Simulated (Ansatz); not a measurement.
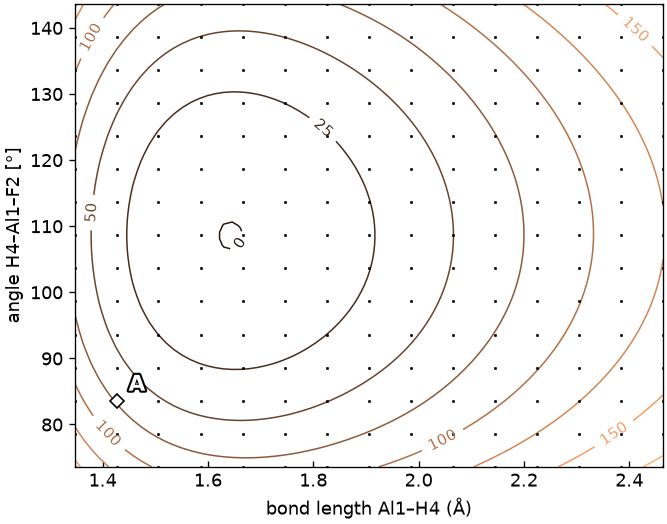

[AlFH3]-, charge −1. First axis: bond length Al1–H4. Second axis: angle H4–Al1–F2. Nothing is relaxed (all other coordinates rigid). The grid has 15 × 15 points. Points are written as (first, second). All energies are given in kJ/mol relative to the lowest grid point. The reference is spin-restricted, which grows unreliable where a bond is stretched far. These are results of RKS PBE0-D4/def2-TZVPD (Ansatz 0.2.0), not measurements.

The picture shows contour lines labelled in kJ/mol, dots at the grid points, the point A. Between grid points the surface is interpolated.

> Is A at rest? If not, where is it pushed?

A, at (1.427 Å, 83.6°), is not a stationary point. The computed force is 350 kJ/mol for each Å towards larger values of bond length Al1–H4 and 3.6 kJ/mol for each degree towards larger values of angle H4–Al1–F2.
